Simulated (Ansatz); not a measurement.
W (fcc, Cu type)

```xyz
2
Lattice="0.0000 3.9718 3.9718 1.9859 1.9859 3.9718 1.9859 1.9859 0.0000" Properties=species:S:1:pos:R:3 pbc="T T T"
W      0.0000     0.0000     0.0000
W      1.9859     3.9718     5.9576
```

The atoms are displaced by Q × the pattern below (from a DFPT mode at X = (0.5, 0.5, 0.0), largest move 1; Q in Å), at fixed cell. (q is in reciprocal vectors of the primitive cell; the cell shown is doubled to hold the pattern.)

| atom | x | y | z |
|---|---|---|---|
| W1 | 0.000 | 0.000 | -1.000 |
| W2 | 0.000 | 0.000 | 1.000 |

Computed with LDA (plane waves to 420 eV, PAW, scalar-relativistic; Ansatz, an electronic-structure program). k mesh 20×20×20 (Γ-centred), Fermi-Dirac smearing 0.05 eV. E stands for the smeared free energy. With partly filled bands, energies and forces of such displacements shift with the k mesh and the smearing. Spin-orbit coupling is left out, though W is heavy. This is one of several known forms of W; the measured ambient cells at hand have space group No. 229. W is run without spin polarisation. W was relaxed with its symmetry unable to fall. ΔE is measured from the undisplaced structure.

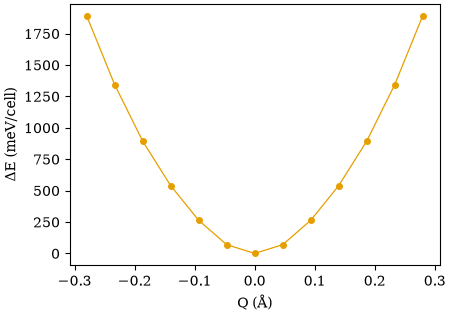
*ΔE (meV/cell) against Q (Å); computed points joined by lines.*

The energy at Q = 0.280 Å is 1893 meV/cell. Harmonic wavenumber from the curvature (finite differences): 220 cm⁻¹. Wavenumber by perturbation theory (DFPT, on another k mesh): 222 cm⁻¹. Shape of the curve: a single well with its minimum at or next to zero displacement. Symmetry of the curve: even: the same for both signs.

E″ = 65.38 eV/Å², M = Σ mᵢ|uᵢ|² = 367.7 u, ν̃ = 521.5·√(|E″|/M).

(For displaced atoms, the force is minus the slope of the energy, and its curvature is a force constant, which sets phonon frequencies.)
